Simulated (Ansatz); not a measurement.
System: Ga4SnS3.

```
CELL_PARAMETERS angstrom
3.58065 0.00000 0.00000
-1.79033 3.10094 0.00000
0.00000 0.00000 40.67953
ATOMIC_POSITIONS crystal
Ga 0.00000 0.00000 0.96969
Ga 0.00000 0.00000 0.03031
Ga 0.66667 0.33333 0.29247
Ga 0.66667 0.33333 0.23177
Ga 0.66667 0.33333 0.41013
Ga 0.33333 0.66667 0.70753
Ga 0.33333 0.66667 0.76823
Ga 0.33333 0.66667 0.58987
Sn 0.33333 0.66667 0.46822
Sn 0.66667 0.33333 0.53178
S 0.66667 0.33333 0.94248
S 0.33333 0.66667 0.05752
S 0.00000 0.00000 0.31977
S 0.00000 0.00000 0.20457
S 0.00000 0.00000 0.68023
S 0.00000 0.00000 0.79543
```

Space group P-3m1; a generated structure, not necessarily the stable one; changed on purpose from its base cell (volume × 1.10, shape and atoms relaxed).

Method: DFT PBE, scalar-relativistic, plane waves, PAW in Ansatz.

**Predict the valence pseudo-density and electron localisation function between the atoms.**

Ga–Ga (2.47 Å): ρ at the midpoint is about 0.43 e/Å³; the ELF peaks at about 0.75 between the atoms.

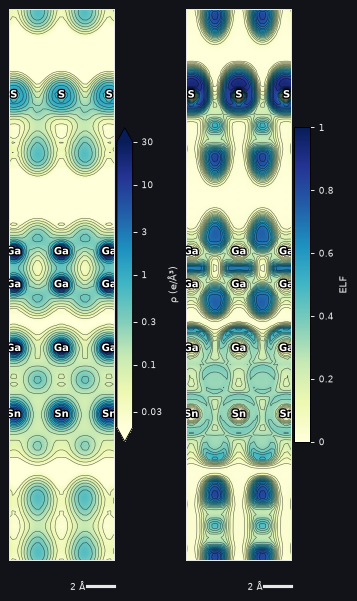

Computed valence pseudo-density and electron localisation function on the (100) plane of the conventional cell, in this order. 

In a PAW calculation such maps are meaningful between the atoms, not at the nuclei.
